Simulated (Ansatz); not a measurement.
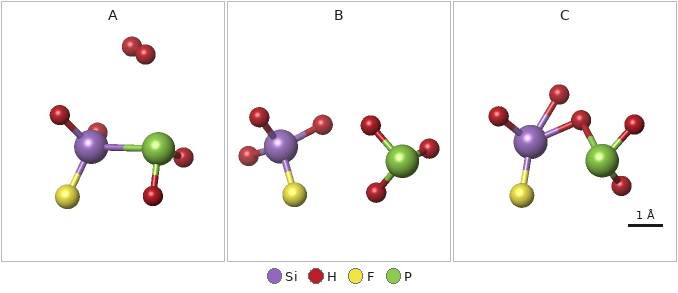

3 geometries from a converged minimum-energy path of SiPH$_{6}$F, made up at the start of SiH3F and PH$_{3}$, shuffled. The picture is a ball-and-stick view, seen at a tilt.

These are results of RKS PBE/def2-SVP in Ansatz, not measurements. Set-up: 5 movable images; climbing image; force threshold 0.05 eV/Å; iteration limit 60; starting path through a guess of the saddle point.

> Which frame is the top of the path?

C. In order along the path, whose images run from 0 to 6: B (image 1, +1.8 kJ/mol), C (image 3, +207.8 kJ/mol), A (image 5, +7.7 kJ/mol). Breaking: H–P (1.44 → 3.11 Å), H–Si (1.50 → 4.34 Å). Forming: H–H (4.26 → 0.77 Å), P–Si (4.70 → 2.26 Å).

Limits of the set-up: the start holds two separate molecules, 2.5 Å apart at their closest, whose relative position is a soft coordinate and is computed without a dispersion correction.
